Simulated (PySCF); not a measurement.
SMILES CC(C)[O], doublet, PBE0/def2-SVP optimised geometry. Atoms within 1.6 Å of the plane z = 0.0 Å (x, y, z in Å): C1 (-0.24, -0.87, 1.23), C2 (0.22, -0.09, 0.00), C3 (-0.24, 1.37, 0.00), O4 (-0.05, -0.72, -1.17), H5 (-1.34, -0.91, 1.26), H7 (0.14, -1.91, 1.18), H8 (1.34, -0.09, 0.00), H9 (-1.34, 1.42, -0.01), H10 (0.12, 1.91, 0.89), H11 (0.14, 1.89, -0.90).

Calculation: unrestricted PBE0/def2-TZVP in PySCF. Cells within 0.4 Å of a nucleus heavier than hydrogen are left out (blank, or x).

Map of the Laplacian of the electron density (e/bohr⁵), clipped to [-1.50, 1.50] on the plane z = 0.0 Å:

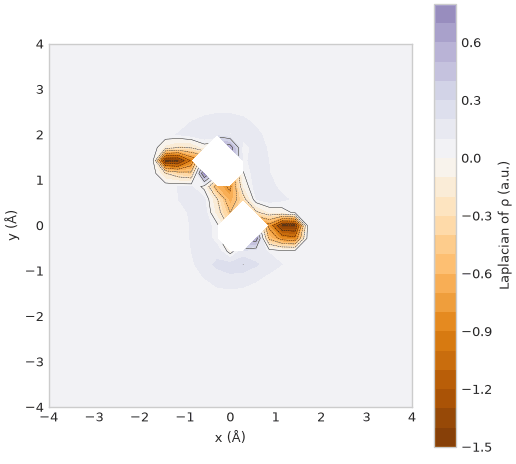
Figure. Laplacian of the electron density (e/bohr⁵), clipped to [-1.50, 1.50] on the plane z = 0.0 Å.
